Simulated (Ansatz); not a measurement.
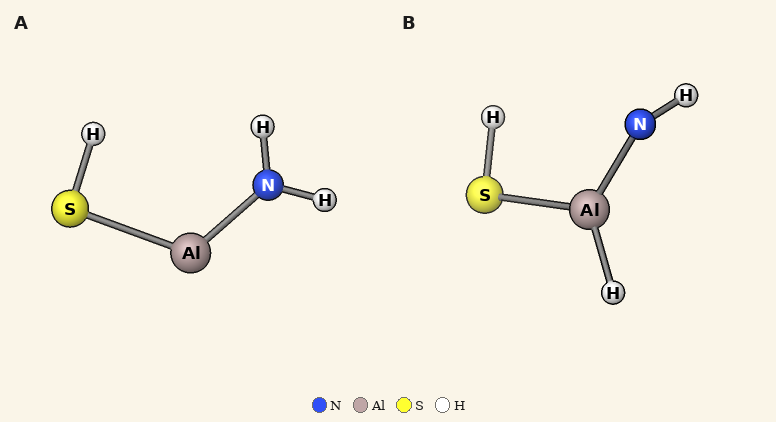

2 stationary structures of one formula. State: neutral, doublet. Geometries: PBE0-D4/def2-TZVP. Electronic energies: PBE0-D4/def2-TZVP (Ansatz 0.2.0), without zero-point energy. No frequency run is at hand to confirm each as a minimum.

Question: Which structure is the most stable?

Answer: A is lowest (Cs); B lies 139.7 kJ/mol above it (C1).
